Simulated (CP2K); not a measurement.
# C3H8Si (SMILES CC(C)[SiH]) at GFN1-xTB

What is the energy change on altering one bond length of C3H8Si at GFN1-xTB? 

The results are computed with CP2K 2026.2.

2 further runs of the same task are left out: 2 set aside as unsound or not needed. Runs told in other sessions of the task aren't counted.

### Step 1. Starting point

C3H8Si: 12 atoms, total charge 0, spin state singlet. As SMILES, `CC(C)[SiH]`. The shape is that of a PBE0-D4/def2-TZVP optimisation. This is one conformer, not always the lowest.

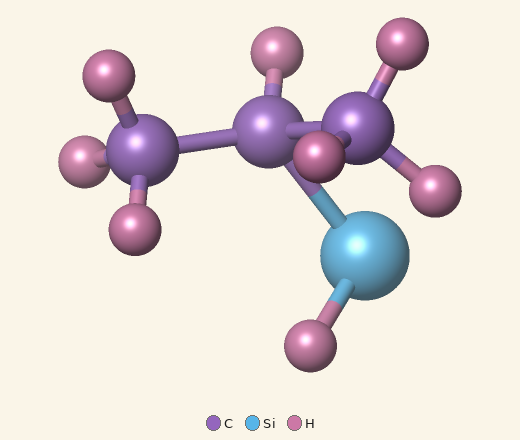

Viewed from a chosen angle; carbon purple, silicon blue, hydrogen pink.

### Step 2. The energy at GFN1-xTB

File molecule.xyz:

```xyz
12

C     -0.253100     0.907000    -1.062800
C      0.097600    -0.436300    -0.460200
C      0.789900    -0.357500     0.904100
Si    -1.169000    -1.505700     0.467600
H     -0.840100     0.787500    -1.976500
H     -0.850600     1.498900    -0.364400
H      0.640200     1.486400    -1.322400
H      0.694200    -1.034400    -1.150400
H      0.750400     0.645900     1.325000
H      0.284700    -1.010900     1.698600
H      1.807500    -0.747500     0.908500
H     -1.874800    -0.288600     1.067000
```

File calc.inp:

```
&GLOBAL
  PROJECT_NAME calc
  RUN_TYPE ENERGY
  PRINT_LEVEL MEDIUM
&END GLOBAL

&FORCE_EVAL
  METHOD QS
  &DFT
    CHARGE 0
    MULTIPLICITY 1
    &QS
      METHOD XTB
      EPS_DEFAULT 1.0E-10
      &XTB
        GFN_TYPE TBLITE
        &TBLITE
          METHOD GFN1
        &END TBLITE
        CHECK_ATOMIC_CHARGES F
      &END XTB
    &END QS
    &POISSON
      PERIODIC NONE
      POISSON_SOLVER ANALYTIC
    &END POISSON
    ! SCF settings
    &SCF
      SCF_GUESS ATOMIC
      EPS_SCF 1.0E-06
      MAX_SCF 150
      ADDED_MOS 8
      &DIAGONALIZATION
        ALGORITHM STANDARD
      &END DIAGONALIZATION
      &MIXING
        METHOD DIRECT_P_MIXING
        ALPHA 0.4
      &END MIXING
    &END SCF
    ! extra output
    &PRINT
      &MOMENTS
        PERIODIC F
        REFERENCE COM
        MAX_MOMENT 1
      &END MOMENTS
      &MO ON
        ENERGIES T
        OCCUPATION_NUMBERS T
        NDIGITS 6
        &EACH
          QS_SCF 0
        &END EACH
        ADD_LAST NUMERIC
      &END MO
      &HIRSHFELD OFF
      &END HIRSHFELD
    &END PRINT
  &END DFT
  ! atoms, cell and kinds
  &SUBSYS
    ! box in angstrom
    &CELL
      ABC [angstrom] 15.7 15 15.7
      PERIODIC NONE
    &END CELL
    &TOPOLOGY
      COORD_FILE_NAME molecule.xyz
      COORD_FILE_FORMAT XYZ
      &CENTER_COORDINATES
      &END CENTER_COORDINATES
    &END TOPOLOGY
  &END SUBSYS
&END FORCE_EVAL
```

Started as:

```console
$ OMP_NUM_THREADS=1 cp2k.psmp calc.inp > calc.out
```

Output (excerpt; [...] marks lines left out):

```text
CP2K| version string:                                       CP2K version 2026.2
[...]
 GLOBAL| Method name                                                        CP2K
[...]
 GLOBAL| Run type                                                         ENERGY
[...]
                             - Atoms:                                         12
[...]
                             - Spherical basis functions:                     37
[...]
 Number of electrons:                                                         24
[...]
  *** SCF run converged in     9 steps ***
[...]
  Fermi energy:                                                -0.28068929610265
[...]
 TB_DIPOLE| Moment [Debye]          0.61481493      -0.74946914       0.44460163
 TB_DIPOLE| Derivative [a.u.]       0.00000000       0.00000000       0.00000000
[...]
 ENERGY| Total FORCE_EVAL ( QS ) energy [hartree]            -12.405198240773162
[...]
```

Run time: 0.28 s. Hardware: 1 thread of Arm Neoverse V1, shared host.

### Step 3. The distorted shape, same level

File molecule.xyz:

```xyz
12

C     -0.041357     0.541865    -1.242623
C      0.309343    -0.801435    -0.640023
C      1.001643    -0.722635     0.724277
Si    -0.957257    -1.870835     0.287777
H     -0.628357     0.422365    -2.156323
H     -0.638857     1.133765    -0.544223
H      0.851943     1.121265    -1.502223
H      0.905943    -1.399535    -1.330223
H      0.962143     0.280765     1.145177
H      0.496443    -1.376035     1.518777
H      2.019243    -1.112635     0.728677
H     -1.874800    -0.288600     1.067000
```

File gas.inp:

```
&GLOBAL
  PROJECT_NAME gas
  RUN_TYPE ENERGY
  PRINT_LEVEL MEDIUM
&END

&FORCE_EVAL
  METHOD Quickstep
  &DFT
    CHARGE 0
    MULTIPLICITY 1
    &QS
      METHOD XTB
      EPS_DEFAULT 1.0E-10
      &XTB
        GFN_TYPE TBLITE
        &TBLITE
          METHOD GFN1
        &END
        CHECK_ATOMIC_CHARGES F
      &END
    &END
    &POISSON
      PERIODIC NONE
      POISSON_SOLVER ANALYTIC
    &END
    &SCF
      SCF_GUESS ATOMIC
      EPS_SCF 1.0E-06
      MAX_SCF 150
      ADDED_MOS 8
      &DIAGONALIZATION
        ALGORITHM STANDARD
      &END
      &MIXING
        METHOD DIRECT_P_MIXING
        ALPHA 0.4
      &END
    &END
    &PRINT
      &MOMENTS
        PERIODIC F
        REFERENCE COM
        MAX_MOMENT 1
      &END
      &MO ON
        ENERGIES T
        OCCUPATION_NUMBERS T
        NDIGITS 6
        &EACH
          QS_SCF 0
        &END
        ADD_LAST NUMERIC
      &END
      &HIRSHFELD OFF
      &END
    &END
  &END
  &SUBSYS
    &CELL
      ABC [angstrom] 15.9 15 15.7
      PERIODIC NONE
    &END
    &TOPOLOGY
      COORD_FILE_NAME molecule.xyz
      COORD_FILE_FORMAT XYZ
      &CENTER_COORDINATES
      &END
    &END
  &END
&END
```

Started as:

```console
$ OMP_NUM_THREADS=1 cp2k.psmp gas.inp > gas.out
```

Output (excerpt; [...] marks lines left out):

```text
CP2K| version string:                                       CP2K version 2026.2
[...]
 GLOBAL| Method name                                                        CP2K
[...]
 GLOBAL| Run type                                                         ENERGY
[...]
                             - Atoms:                                         12
[...]
                             - Spherical basis functions:                     37
[...]
 Number of electrons:                                                         24
[...]
  *** SCF run converged in    11 steps ***
[...]
  Fermi energy:                                                -0.27993206892724
[...]
 TB_DIPOLE| Moment [Debye]          1.05604562      -1.59775552       0.04247928
 TB_DIPOLE| Derivative [a.u.]       0.00000000       0.00000000       0.00000000
[...]
 ENERGY| Total FORCE_EVAL ( QS ) energy [hartree]            -12.374771860649487
[...]
```

It took 0.26 s on 1 thread of Arm Neoverse V1, shared host.

### Step 4. Results

Level: GFN1-xTB.

| quantity | value |
| --- | --- |
| first shape: total energy | -12.40520 Eh |
| first shape: dipole moment (from atomic charges alone) | 1.07 D |
| first shape: HOMO energy | -9.91 eV |
| first shape: LUMO energy | -6.74 eV |
| first shape: HOMO–LUMO gap | 3.17 eV |
| first shape: dispersion energy | -10.89 kJ/mol |
| distorted shape: total energy | -12.37477 Eh |
| distorted shape: dipole moment (from atomic charges alone) | 1.92 D |
| distorted shape: HOMO energy | -9.80 eV |
| distorted shape: LUMO energy | -6.72 eV |
| distorted shape: HOMO–LUMO gap | 3.08 eV |
| distorted shape: dispersion energy | -11.56 kJ/mol |
| energy change with the Si4–H12 bond stretched from 1.529 to 1.988 Å | 0.828 eV |

What this shows: With the Si4–H12 bond stretched from 1.529 to 1.988 Å the energy rises by 0.83 eV (79.9 kJ/mol). The first shape isn't relaxed at this level, so the change isn't measured from a minimum. The dipole (first shape) comes from point charges on the atoms alone, without atomic dipoles, so it is partial. The dipole (distorted shape) comes from point charges on the atoms alone, without atomic dipoles, so it is partial.
